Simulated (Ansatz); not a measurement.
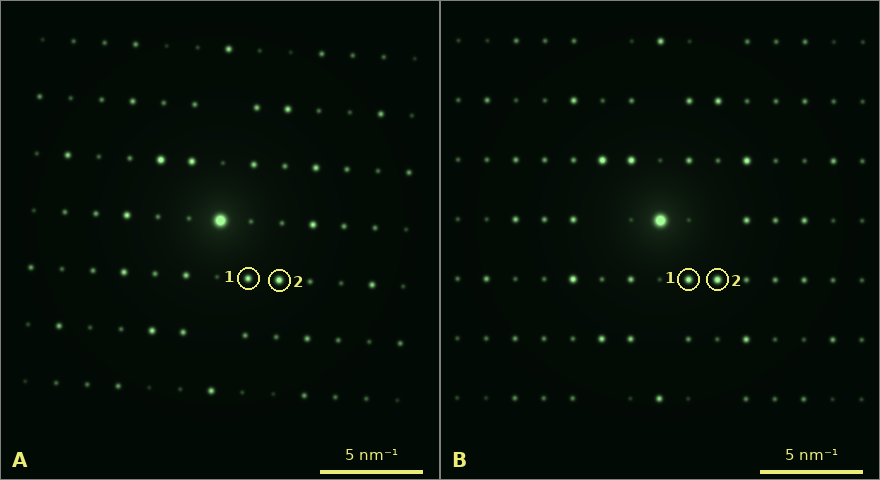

Kinematic electron diffraction patterns (120 kV, B = 0.5 Å², same scale) along [010] of the run's own cell, for the start and the end of one relaxation of LuV2Ge2 with DFT, PAW plane waves, pbe (Ansatz). k mesh 8×8×5. The start is a generated model structure, and the relaxation ends in the nearest stationary point of its symmetry, not necessarily the ground state. Spot 1 is -1 0 1 and spot 2 is -1 0 2 in both.

Start structure:

```
V Lu Ge
1.0
     4.11865    0.00000    0.00000
    -2.05932    3.56686    0.00000
     0.00000    0.00000    6.54924
V Lu Ge
2 1 2
Cartesian
  -0.0002 2.3780 4.2013
  2.0595 1.1888 2.3479
  0.0000 0.0000 0.0000
  -0.0002 2.3780 1.6463
  2.0595 1.1888 4.9030
```

Which pattern belongs to the start structure, and which to the relaxed one?

Answer. A is the start: its cell gives d(1) = 3.132 Å, d(2) = 2.412 Å and an angle of 18.9°. B is the relaxed structure, with d(1) = 3.073 Å (-1.9 %), d(2) = 2.452 Å (+1.6 %) and 18.3°.

Name reflections whose intensity changes strongly on relaxation.

Answer. 0 0 2 fades out of sight; 1 0 -4 goes from 2.2 to 10 % of the strongest spot; 0 0 5 goes from 6.8 to 25 % of the strongest spot; 1 0 4 goes from 9.1 to 3.4 % of the strongest spot.

What did the relaxation do to the structure and the energy?

Answer. The volume changed by -1.4 % to 18.97 Å³ an atom; with the mean shift removed, the atoms moved by up to 0.22 Å relative to the cell (V most); the space group stayed P-3m1 (No. 164); the free energy fell by 77 meV an atom. Relaxed cell: a = 3.943 Å, b = 3.943 Å, c = 7.043 Å, α = 90.00°, β = 90.00°, γ = 120.00°.
